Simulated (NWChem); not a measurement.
# BH3O (SMILES BO) at 6 levels

We compute a comparison of 6 runs (HF/STO-3G, B2PLYP/3-21G, PBE/6-31G, SVWN5/3-21G, r2SCAN/6-311+G**, CCSD(T)/6-311G**) of BH3O. 

The results are computed with NWChem 7.3.0.

### Step 1. Starting point

The species is BH3O (5 atoms), meant as a singlet with charge 0. As SMILES, `BO`. The coordinates come from a PBE0-D4/def2-TZVP relaxation.

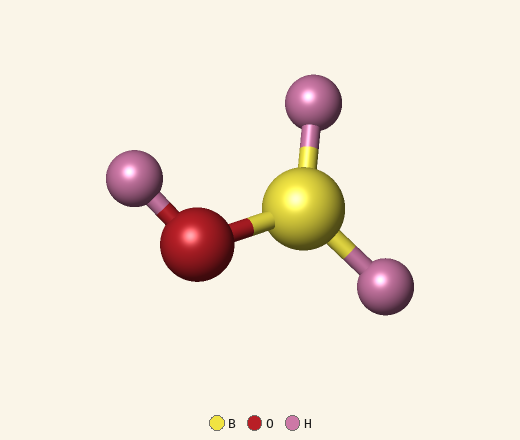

The structure, seen from a chosen angle (boron yellow, oxygen red, hydrogen pink).

### Step 2. Energy and gradient at HF/STO-3G (run 1)

Contents of nw.xyz:

```xyz
5
BH3O hf
B     -0.226600    -0.352800     0.074700
O      0.413500     0.801800     0.345900
H     -0.820300    -0.865500     0.977800
H     -0.190600    -0.828900    -1.028100
H      0.874000     1.171800    -0.411700
```

Contents of nw.nw:

```
start nw
title "BH3O hf"
memory total 2200 mb

geometry units angstrom noautosym nocenter noautoz
 load nw.xyz
end

basis spherical bse
 * library STO-3G
end

scf
 thresh 1e-08
 maxiter 80
 noprint "final vectors analysis"
end

task scf gradient
```

Run with:

```sh
$ nwchem nw.nw > nw.out
```

What it wrote:

```text
[...]
  functions       =    13
[...]
  wavefunction    = RHF
[...]
         Total SCF energy =    -99.983614435898
      One-electron energy =   -197.499006607443
      Two-electron energy =     67.110702014637
 Nuclear repulsion energy =     30.404690156908
        Time for solution =      0.3s
[...]
                         RHF ENERGY GRADIENTS
    atom               coordinates                        gradient
                 x          y          z           x          y          z
   1 B      -0.428212  -0.666695   0.141163   -0.001241  -0.000242   0.003471
   2 O       0.781402   1.515182   0.653656    0.022803   0.025029  -0.023597
   3 H      -1.550142  -1.635558   1.847774   -0.010648  -0.008356   0.017966
   4 H      -0.360182  -1.566394  -1.942827    0.002200  -0.007373  -0.022463
   5 H       1.651621   2.214381  -0.778000   -0.013114  -0.009059   0.024623
[...]
```

Run time: 1 s. Hardware: 1 thread of Intel Xeon Platinum 8488C (Sapphire Rapids), shared host; peak memory 0.099 GiB.

### Step 3. The energy at B2PLYP/3-21G (run 2)

Contents of nw.nw:

```
start nw
memory 2200 mb
charge 0

geometry units bohr noautosym nocenter noautoz
  B  -0.42821194 -0.66669538  0.14116254
  O   0.78140175  1.51518241  0.65365627
  H  -1.55014234 -1.63555796  1.84777420
  H  -0.36018180 -1.56639398 -1.94282743
  H   1.65162063  2.21438107 -0.77800025
end

basis spherical bse
  * library 3-21G
end

dft
  xc hfexch 0.53 becke88 0.47 lyp 0.73 mp2 0.27
  dftmp2 semidirect
  grid xfine
  convergence energy 1e-08
  maxiter 100
  mulliken
  noprint "final vectors analysis"
end

mp2
  freeze core 2
end

task dft energy
```

Run with:

```sh
$ nwchem nw.nw > nw.out
```

What it wrote:

```text
[...]
          Wavefunction type:  closed shell.
          No. of atoms     :     5
          No. of electrons :    16
[...]
          Charge           :     0
          Spin multiplicity:     1
[...]
          AO basis - number of functions:    24
[...]
              XC Information
              --------------
                     Hartree-Fock (Exact) Exchange  0.530
                    Becke 1988 Exchange Functional  0.470
              Lee-Yang-Parr Correlation Functional  0.730
[...]
 d= 0,ls=0.0,diis     1   -101.1047909298 -1.32D+02  2.52D-02  2.89D-01     0.8
[...]
 d= 0,ls=0.0,diis     8   -101.1451356860 -7.26D-10  3.43D-07  2.94D-11     3.5
         Total DFT energy =     -101.145135685959
      One electron energy =     -197.544294468106
           Coulomb energy =       79.542254867785
    Exchange-Corr. energy =      -13.547784019570
 Nuclear repulsion energy =       30.404687933932
[...]
      Total Density - Mulliken Population Analysis
     ---------------------------------------------
    Atom       Charge   Shell Charges
 -----------   ------   -------------------------------------------------------
    1 B    5     4.70   1.99  0.41  1.21  0.55  0.54
    2 O    8     8.58   1.98  0.42  2.15  1.45  2.57
    3 H    1     1.05   0.46  0.58
    4 H    1     1.06   0.46  0.60
    5 H    1     0.61   0.43  0.17
[...]
  Basis functions       =     24
[...]
```

It took 4.2 s on 1 thread of Intel Xeon Platinum 8488C (Sapphire Rapids), shared host; peak memory 0.12 GiB.

Runs 3 to 5 aren't shown in full; the table further down has their settings and results.

### Step 4. The energy at CCSD(T)/6-311G(d,p) (run 6)

Contents of bh3o.nw:

```
start bh3o
title "BH3O"
memory stack 880 mb heap 220 mb global 1100 mb

geometry units angstroms noautosym nocenter noautoz
  B    -0.226600   -0.352800    0.074700
  O     0.413500    0.801800    0.345900
  H    -0.820300   -0.865500    0.977800
  H    -0.190600   -0.828900   -1.028100
  H     0.874000    1.171800   -0.411700
end

basis spherical bse
  * library 6-311G**
end

scf
  thresh 1e-08
  maxiter 80
end

ccsd
  freeze core 2
  maxiter 60
end

task ccsd(t) energy
```

Run with:

```sh
$ nwchem bh3o.nw > bh3o.out
```

What it wrote:

```text
[...]
  functions       =    54
[...]
  wavefunction    = RHF
[...]
         Total SCF energy =   -101.354919483650
      One-electron energy =   -198.361205175768
      Two-electron energy =     66.601595535210
 Nuclear repulsion energy =     30.404690156908
        Time for solution =      1.9s
[...]
 Total MP2 energy:           -101.653619510335389
[...]
             energy      energy      error      ampl     ampl      Block
                                                time     time      time
[...]
 Total CCSD energy:           -101.672629993401443
[...]
 Total CCSD+T(CCSD) energy:           -101.681979701883492
[...]
 Total CCSD(T) energy:                -101.681321623635938
[...]
```

Run time: 14 s. Hardware: 1 thread of Intel Xeon Platinum 8488C (Sapphire Rapids), shared host; peak memory 0.12 GiB.

### Step 5. The series

```
run             level      task  iteration cap  energy (Eh)  dipole moment (D)  largest force (eV/Å)  wall time
  1         HF/STO-3G  gradient             80   -99.983614               1.53                 2.122        1 s
  2      B2PLYP/3-21G    energy            100  -101.205236               1.95                     –      4.2 s
  3         PBE/6-31G  gradient            100  -101.734797               1.94                 1.456      8.1 s
  4       SVWN5/3-21G  gradient            100  -100.486123               2.10                 2.007        3 s
  5  r2SCAN/6-311+G**  gradient            100  -101.877477               1.65                 0.289       24 s
  6  CCSD(T)/6-311G**    energy             80  -101.681322                  –                     –       14 s
```

### Step 6. Summary of results

| quantity | value |
| --- | --- |
| run 6: total energy | -101.68132 Eh |
| run 6: HOMO energy (Hartree–Fock orbitals) | -12.57 eV |
| run 6: LUMO energy (Hartree–Fock orbitals) | 3.45 eV |
| run 6: HOMO–LUMO gap (Hartree–Fock orbitals) | 16.02 eV |
| run 6: correlation energy (2 core orbitals frozen) | -326.4 mEh |
| run 6: (T) correction | -8.69 mEh |

In words: Over runs 1, 2, 3, 4, 5 the dipole moment (its size) runs from 1.53 D (HF/STO-3G) to 2.10 D (SVWN5/3-21G). The two ends differ in method and basis. Over runs 3, 4, 5 the HOMO–LUMO gap runs from 5.81 eV (SVWN5/3-21G) to 6.66 eV (r2SCAN/6-311+G**). Totals of different functionals can't be ranked against each other. In run 1 the basis is minimal, so the values are rough. All runs together took 55 s, the longest 24 s.
